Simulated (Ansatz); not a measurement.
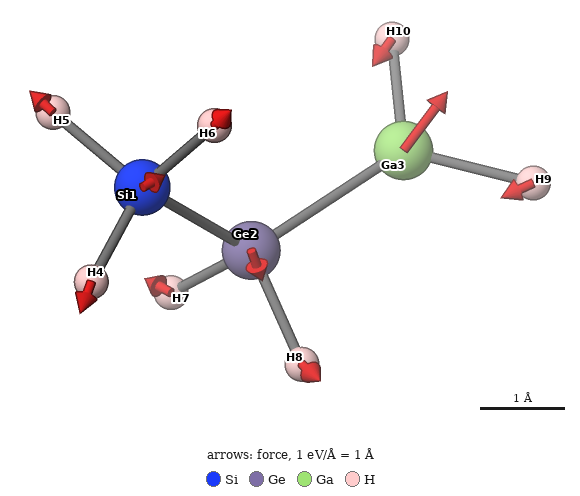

Starting geometry of GaGeSiH7 with the computed forces as red arrows. The picture is a ball-and-stick view, seen from a free direction.

The start comes from GFN2-xTB.

All numbers below come from RKS PBE0-D4/def2-TZVP (Ansatz). (force threshold 0.005 eV/Å; at most 150 steps)

> What follows when this structure is relaxed?

It isn't relaxed: the largest force vector, on Ga3, is 0.89 eV/Å. The final displacements have little in common with the starting forces (cosine between the two patterns 0.14). After 20 accepted moves (21 points after the start) the energy has fallen by 17.9 kJ/mol. Largest force component: 0.55 eV/Å at the start, 0.0022 eV/Å at the end. The line search rejected the trial step at point 9 of the run. H9 moves most after the best rigid fit: 0.74 Å. By element the largest moves are H 0.74 Å, Ge 0.27 Å, Si 0.20 Å, Ga 0.19 Å. Some distances before and after: Ga3–H10 1.603 → 1.571 Å, Si1–H4 1.463 → 1.487 Å, Si1–H6 1.467 → 1.488 Å, Si1–Ge2 2.368 → 2.384 Å. Among the angles between lasting bonds that change: Si1–Ge2–Ga3 127.3° → 110.3°, H7–Ge2–H8 97.2° → 107.3°, H9–Ga3–H10 109.7° → 119.5°. Groups turn about Si1–Ge2 by about 20°, Ge2–Ga3 by about 20°.
